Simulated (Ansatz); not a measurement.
## Mg3PbO (model cell, started as antiperovskite): relaxing the cell for a phonon run

Aim: bring Mg3PbO (model cell, started as antiperovskite) to small forces and stress, as phonons need.

Program: Ansatz 0.2.0. Level of theory: DFT LDA, scalar-relativistic, plane waves, PAW; PAW set soft_1. Results are calculated unless marked as measured.

The structure was built from a prototype and need not be the compound's stable phase.

### Step 1. The structure

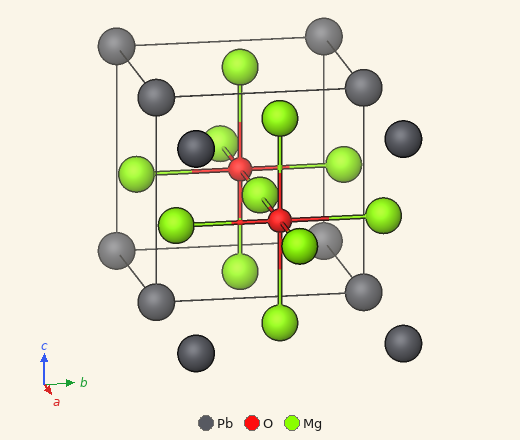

The starting structure, seen slightly off an axis (lead dark grey, oxygen red, magnesium green). 2×1×1 cells are drawn. Some periodic images of atoms are drawn too.

### Step 2. Probe on a coarse mesh

First a cheap look: the gap decides the mesh and the occupations, the pressure tells how far the cell has to move.

input.yaml

```yaml
crystal:
  lattice:
    - [4.3248, 0.0, 0.0]
    - [0.0, 4.3248, 0.0]
    - [0.0, 0.0, 4.3248]
  atoms:
    - { symbol: Pb, position: [0.0, 0.0, 0.0] }
    - { symbol: O, position: [0.5, 0.5, 0.5] }
    - { symbol: Mg, position: [0.5, 0.5, 0.0] }
    - { symbol: Mg, position: [0.5, 0.0, 0.5] }
    - { symbol: Mg, position: [0.0, 0.5, 0.5] }
kpoints:
  mp_grid: { grid: [4, 4, 4] }
hamiltonian:
  xc: lda
  pseudopotentials: { kind: paw, azcp: { folder: soft_1 }, xc_functional: pbe }
scf:
  occupations: { method: gaussian, width: 0.1 }
output:
  forces: true
  stress: true
  eigenvalues: true
```

On the command line:

```bash
$ ansatz run input.yaml --threads 8 --pin off --max-ram 16384MiB --backend cpu --events-out ev --progress --plain --runs-dir out
```

Numbers of over 12 decimals in the logs are rounded to 6 here.

The log of the run:

```text
Engine: ansatz 0.2.0, aarch64-unknown-linux-gnu
Pseudopotentials: kind: paw
Pseudopotential: Pb, paw, valence charge 14, recommended cutoff 420 eV (normal), soft_1/Pb.paw.azcp
Pseudopotential: O, paw, valence charge 6, recommended cutoff 420 eV (normal), soft_1/O.paw.azcp
Pseudopotential: Mg, paw, valence charge 10, recommended cutoff 420 eV (normal), soft_1/Mg.paw.azcp
Functional definition: SPW92
[...]
k-point 0: bands = [... 21 lower, 4.4139, 10.1006, 10.1006, 10.1006, 11.2516, 11.2516, 11.2962, 16.6723, ... 1 higher]
  k-point 1: bands = [... 21 lower, 4.5098, 7.2717, 10.0130, 10.0130, 11.6862, 11.9975, 14.9222, 15.0813, ... 1 higher]
  k-point 2: bands = [... 21 lower, 4.8209, 5.4164, 9.8958, 9.8958, 12.6270, 13.0758, 13.5519, 14.6148, ... 1 higher]
  k-point 9: bands = [... 21 lower, 3.9903, 6.8762, 6.8762, 6.8762, 12.1738, 12.1738, 12.1738, 13.9778, ... 1 higher]
[key lines of the parts left out:]
SCF converged after 8 iterations
Free energy (F): -17866.802198 eV
Fermi energy:    10.611621 eV
P = ⅓ Tr σ = -0.2635 GPa (-2.635 kbar)
```

Elapsed: 0.51 s, on 8 threads of Arm Neoverse V2, shared host; peak memory 0.36 GiB; 2.2 s of CPU time.

A gap read on the k-mesh alone can miss the band edges.

Numbers from this step:

```yaml
pressure: -0.2635 GPa
volume_per_atom: 16.18 Å³
gap_on_the_k_mesh: 0.4874 eV
direct_gap_on_mesh: 1.150 eV
```

The coarse mesh shows a gap of 0.49 eV and a pressure of -0.3 GPa.

### Step 3. Bringing the structure to rest, smearing width 0.02 eV

The cell and atoms are relaxed, since residual forces and stress would shift the frequencies.

input.yaml, the sections that differ from step 2:

```yaml
kpoints:
  mp_grid: { grid: [8, 8, 8] }
scf:
  occupations: { method: gaussian, width: 0.02 }
output:
  forces: true
  stress: true
  eigenvalues: true
  write_density: true
  write_potential: true
  elf: true
  volumetric_format: npy
relax:
  adjacent_minimum: "off"
  f_tol: 0.005
  max_steps: 80
  cell: { stress_tol: 0.05 }
# crystal, hamiltonian: as in step 2
```

The log of the run:

```text
[...]
Crystal: 5 atoms, lattice volume = 80.891 Å³
Basis set: ecut = 420 eV, 1575 PW (Γ)
Bands: 30, of which v1, the nominal top of the filled ones, is band 25 counted from 1 (24 counted from 0)
Symmetry: 48 space group operations
[...]
k-points: 35 of 512
[...]
SCF iter   1: F=—  HF=-17867.806927 eV  |F-HF|=—  |Δ(HF+E_count)|=         —  Δρ=7.91e-2  dr2=4.44e0  ethr=3.10e-3  ⟨swp⟩=8.0  Hψ=5153  notcnv=0
[...]
SCF iter   8: F=-17866.940313 eV  HF=-17866.940313 eV  |F-HF|=1.66e-8  |Δ(HF+E_count)|=   1.17e-7  Δρ=4.93e-6  dr2=1.75e-8  ethr=2.00e-10  ⟨swp⟩=15.0  Hψ=8636  notcnv=0
SCF 1 converged in 8 iterations: F = -17866.940313 eV  dr2 = 1.75e-8
[...]
relax step   1: F+E_penalty+E_count = -17866.94031302 eV  Δ(F+E_penalty+E_count) = +0.000e0 eV  max|allowed force component| = 3.180e-29 eV/Å  Δτ_max = 0.0000 Å  P = +0.044 GPa  Ω = 80.891 Å³  (8 SCF iters, dr2 threshold 1.00e-7 eV, accepted)
[...]
iter 1 solved again at ethr=6.25e-8 eV; its pass at ethr=3.10e-3 eV (dr2=3.13e-5 eV) is discarded
[...]
SCF iter   4: F=-17866.940313 eV  HF=-17866.940313 eV  |F-HF|=1.46e-11  |Δ(HF+E_count)|=  5.82e-11  Δρ=2.56e-7  dr2=4.53e-11  ethr=1.00e-12  ⟨swp⟩=5.1  Hψ=5224  notcnv=0
SCF 2 converged in 4 iterations: F = -17866.940313 eV  dr2 = 4.53e-11
[...]
relax step   2: F+E_penalty+E_count = -17866.94031303 eV  Δ(F+E_penalty+E_count) = -1.015e-8 eV  max|allowed force component| = 4.028e-29 eV/Å  Δτ_max = 0.0000 Å  P = +0.044 GPa  Ω = 80.891 Å³  stress off target by 4.41e-2 GPa  SCF on the basis re-selected at this cell (its energy is not comparable with the rows above)  (4 SCF iters)
basis re-selected at this cell: Δ(F+E_penalty+E_count) = -1.015e-8 eV, ΔP = -0.000 GPa vs the last step (what re-selecting the basis moved, of the pressure what is left beyond the Pulay correction that the steps carried, after the strain that the cell walked since its last selection, with what the two solves' SCF thresholds leave and, on support functions, any second-order correction that the steps lacked; it is no m [...]
SCF converged after 4 iterations
Free energy (F): -17866.940313 eV
[...]
Internal energy: -17866.940045 eV  (E = F + TS)
E sigma→0 (E₀):  -17866.940179 eV
Entropy (-TS):   -0.000268 eV (-0.054 meV/atom)
Fermi energy:    10.639738 eV
[...]
--- Stress (GPa, compression-positive) ---
        0.044144      -0.000000       0.000000
       -0.000000       0.044144       0.000000
        0.000000       0.000000       0.044144
  P = ⅓ Tr σ = 0.0441 GPa (0.441 kbar)
--- Band table (eV; the first three rows and the last of 35) ---
  k-point 0: bands = [... 21 lower, 4.4307, 10.0915, 10.0915, 10.0915, 11.2525, 11.2525, 11.2883, 16.6734, ... 1 higher]
  k-point 1: bands = [... 21 lower, 4.4585, 8.7743, 10.0683, 10.0683, 11.3623, 11.4670, 12.8024, 15.7811, ... 1 higher]
  k-point 2: bands = [... 21 lower, 4.5275, 7.2668, 10.0022, 10.0022, 11.6868, 11.9948, 14.9178, 15.0833, ... 1 higher]
  k-point 34: bands = [... 21 lower, 4.0071, 6.8679, 6.8679, 6.8679, 12.1806, 12.1806, 12.1806, 13.9848, ... 1 higher]
--- Relaxed structure (1 steps of the walk, 1 accepted, 1 SCFs on fresh bases) ---
  F+E_penalty+E_count = -17866.94031303 eV   max|allowed force component| = 4.028e-29 eV/Å   (the final SCF, on the basis selected at the relaxed cell)
  cell:  # Å, volume = 80.8906 Å³
    - [4.3248, 0.0, 0.0]
    - [0.0, 4.3248, 0.0]
    - [0.0, 0.0, 4.3248]
  atoms:
    - { symbol: Pb, position: [0.0, 0.0, 0.0] }
    - { symbol: O, position: [0.5, 0.5, 0.5] }
    - { symbol: Mg, position: [0.5, 0.5, 0.0] }
    - { symbol: Mg, position: [0.5, 0.0, 0.5] }
    - { symbol: Mg, position: [0.0, 0.5, 0.5] }
```

It took 1.6 s on 8 threads; peak memory 0.46 GiB.

Little changed from the start: no atom moved by 0.005 Å and no cell edge by 0.1 %.

Numbers from this step:

| Property | Result |
| --- | --- |
| pressure | 0.04414 GPa |
| gap on the k-mesh | 0 eV |

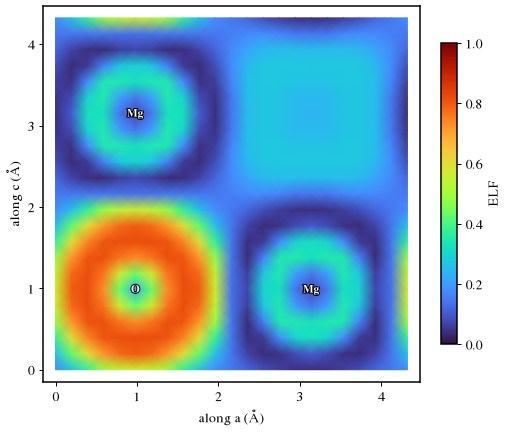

ELF in the ac plane at fractional y = 0.500, with atoms of O and Mg within 0.2 Å of it. It is the smooth field of the valence electrons, not physical close to the nuclei. The map starts off the cell's origin, so that atoms lie inside it.

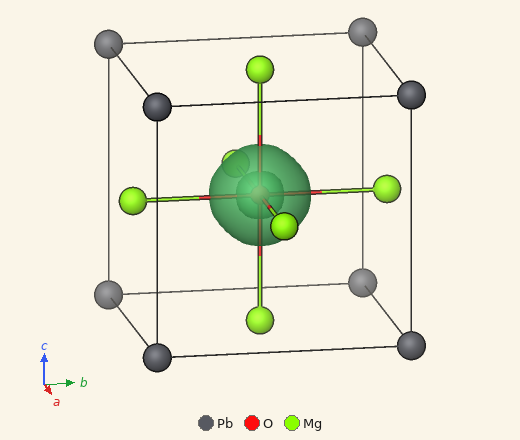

Surface of ELF = 0.74.

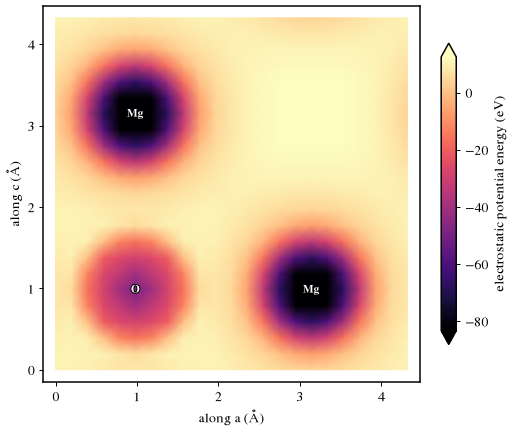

Electrostatic potential energy in the ac plane at fractional y = 0.500, with atoms of O and Mg within 0.2 Å of it. With pseudopotentials it is smooth inside the atoms' cores, unlike the true potential. The map starts off the cell's origin, so that atoms lie inside it.

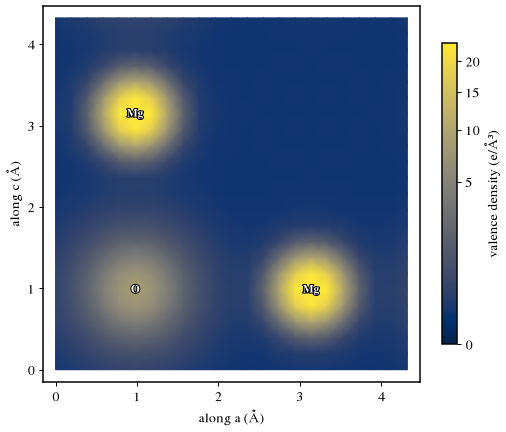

Valence density in the ac plane at fractional y = 0.500, with atoms of O and Mg within 0.2 Å of it. It is the smooth field of the valence electrons, not physical close to the nuclei. The map starts off the cell's origin, so that atoms lie inside it. The colour scale is stretched toward low values.

In this step the volume went from 16.18 to 16.18 Å³/atom.

### Step 4. Relaxation, smearing width 0.1 eV

The relaxation is repeated from its end, on the mesh and smearing that suit the cell and gap now reached.

input.yaml, as its differences from that of step 3:

```diff
@@ -17,3 +17,3 @@
 scf:
-  occupations: { method: gaussian, width: 0.02 }
+  occupations: { method: gaussian, width: 0.1 }
 output:
@@ -22,6 +22,2 @@
   eigenvalues: true
-  write_density: true
-  write_potential: true
-  elf: true
-  volumetric_format: npy
 relax:
```

The log of the run:

```text
[...]
Crystal: 5 atoms, lattice volume = 80.891 Å³
Basis set: ecut = 420 eV, 1575 PW (Γ)
Bands: 30, of which v1, the nominal top of the filled ones, is band 25 counted from 1 (24 counted from 0)
Symmetry: 48 space group operations
[...]
k-points: 35 of 512
[...]
--- Relaxed structure (2 steps of the walk, 2 accepted, 1 SCFs on fresh bases) ---
[...]
cell:  # Å, volume = 80.9571 Å³
    - [4.325985, 0, 0]
    - [0, 4.325985, 0.0]
    - [0, 0.0, 4.325985]
  atoms:
    - { symbol: Pb, position: [0, 0, 0] }
    - { symbol: O, position: [0.5, 0.5, 0.5] }
    - { symbol: Mg, position: [0.5, 0.5, 0] }
    - { symbol: Mg, position: [0.5, 0, 0.5] }
    - { symbol: Mg, position: [0, 0.5, 0.5] }
[key lines of the parts left out:]
SCF converged after 5 iterations
Free energy (F): -17866.942247 eV
Fermi energy:    10.599757 eV
P = ⅓ Tr σ = 0.0182 GPa (0.182 kbar)
```

Elapsed: 2.1 s, on 8 threads; peak memory 0.46 GiB; 13 s of CPU time.

Little changed from the start: no atom moved by 0.005 Å and no cell edge by 0.1 %.

Numbers from this step:

* pressure: 0.01817 GPa
* volume per atom: 16.19 Å³

In this step the volume went from 16.18 to 16.19 Å³/atom.

### Step 5. Tight relaxation

Phonons need a cell at rest on their own settings, so the relaxation is repeated with tight tolerances on forces and stress on the k mesh and occupations of the first response run.

input.yaml, the sections that differ from step 4:

```yaml
crystal:
  lattice:
    - [4.3259854434, 0.0, 0.0]
    - [0.0, 4.3259854434, 0.0]
    - [0.0, 0.0, 4.3259854434]
  atoms:
    - { symbol: Pb, position: [0.0, 0.0, 0.0] }
    - { symbol: O, position: [0.5, 0.5, 0.5] }
    - { symbol: Mg, position: [0.5, 0.5, 0.0] }
    - { symbol: Mg, position: [0.5, 0.0, 0.5] }
    - { symbol: Mg, position: [0.0, 0.5, 0.5] }
scf:
  occupations: { method: methfessel_paxton, width: 0.2 }
relax:
  adjacent_minimum: "off"
  f_tol: 0.001
  max_steps: 60
  cell: { stress_tol: 0.01 }
# kpoints, hamiltonian, output: as in step 4
```

The log of the run:

```text
[...]
Crystal: 5 atoms, lattice volume = 80.957 Å³
Basis set: ecut = 420 eV, 1575 PW (Γ)
Bands: 30, of which v1, the nominal top of the filled ones, is band 25 counted from 1 (24 counted from 0)
Symmetry: 48 space group operations
[...]
k-points: 35 of 512
[...]
cell:  # Å, volume = 80.9571 Å³
    - [4.3259854434, 0.0, 0.0]
    - [0.0, 4.3259854434, 0.0]
    - [0.0, 0.0, 4.3259854434]
  atoms:
    - { symbol: Pb, position: [0.0, 0.0, 0.0] }
    - { symbol: O, position: [0.500000, 0.500000, 0.500000] }
    - { symbol: Mg, position: [0.500000, 0.500000, 0.0] }
    - { symbol: Mg, position: [0.500000, 0.0, 0.500000] }
    - { symbol: Mg, position: [0.0, 0.500000, 0.500000] }
[key lines of the parts left out:]
SCF converged after 6 iterations
Free energy (F): -17866.941081 eV
Fermi energy:    10.590636 eV
P = ⅓ Tr σ = 0.0012 GPa (0.012 kbar)
```

It took 1.6 s on 8 threads; peak memory 0.46 GiB.

Little changed from the start: no atom moved by 0.005 Å and no cell edge by 0.1 %.

This step gave:

* pressure: 0.001230 GPa

The forces vanish by symmetry and the pressure is 0.001 GPa, within the tolerances set. The cell now holds 16.19 Å³/atom.

### Step 6. Results

- space group after relaxation (within 0.01 Å): Pm-3m
- lattice constant a: 4.326 Å
- lattice constant b: 4.326 Å
- lattice constant c: 4.326 Å
- volume per atom: 16.2 Å³

In words: The forces vanish by symmetry and the pressure is 0.001 GPa, within the tolerances set. The cell now holds 16.19 Å³/atom. The relaxation keeps the symmetry of its start, so it says nothing on stability against lower symmetry. Spin-orbit coupling is left out, which can matter for the heavy elements here. The PAW files were made for PBE and serve the other functionals too. The starting cell was built on a prototype and not taken from a measurement, so the phase need not exist.

[Logs are printed without paths, hosts, clocks, repeated set-up lines and the standing remarks that a program may print on its own settings, such as how far it seeks lower states.]

[Hosts, paths, dates, database ids (printed as entryN), source tags and the programs' standing remarks are cut or masked in the printed files.]
